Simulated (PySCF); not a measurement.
SMILES Cl[Si](Cl)(Cl)[SiH2][Si](Cl)(Cl)Cl at its GFN2-xTB optimised geometry (Å):

```
11

Cl    -1.4305    -3.1869     3.4993
Si    -0.5784    -2.0860     2.0302
Cl    -0.7481    -3.1437     0.3066
Cl     1.3994    -1.9478     2.4564
Si    -1.5626     0.0242     1.8257
Si    -0.7136     1.2114     0.0000
Cl     1.3160     1.2114     0.0000
Cl    -1.3120     0.3971    -1.7579
Cl    -1.3160     3.1437     0.0000
H     -3.0194    -0.1177     1.6887
H     -1.3517     0.7914     3.0617
```

Level of theory: PySCF 2.14.0 with CAM-B3LYP/def2-TZVP. Cells within 0.4 Å of a nucleus heavier than hydrogen are left out (blank, or x).

Map of the electron localisation function on the plane z = 0.0 Å:

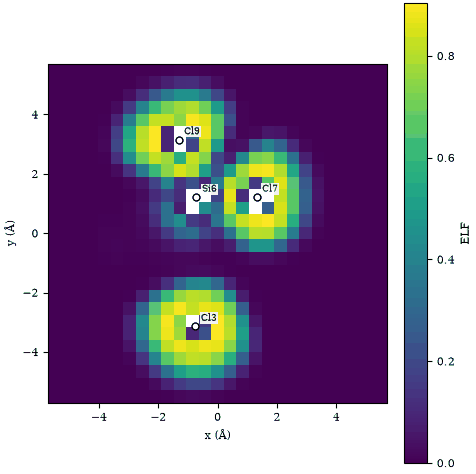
*Electron localisation function on the plane z = 0.0 Å.*
